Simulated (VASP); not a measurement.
Band structure of HfS2 (1T layered). Calculation: PBEsol GGA with spin-orbit coupling, VASP's PBE PAW potentials (set 64) (plane waves; VASP 6.6.1).

Without a dispersion term in the relaxation, distances and binding between the weakly bound layers, chains or molecules are unreliable, and so is what depends on them.

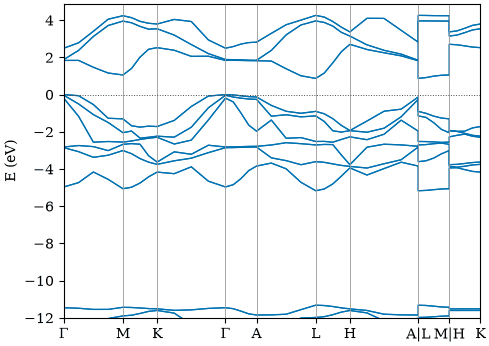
Fig. 1. Bands along high-symmetry lines, zero at the valence-band maximum or, without a gap, the Fermi level

Read the plot: is there a gap, and where are the band edges?

The gap is indirect, 0.87 eV, from the valence maximum at Γ to the conduction minimum at L.

Measured: gap 1.80 eV (computed value off by -0.93 eV), as given by Miłosz Rybak et al., Nanomaterials (2022), arXiv:2210.12074.

The compound is HfS2 in the 1T layered structure. It was relaxed first.
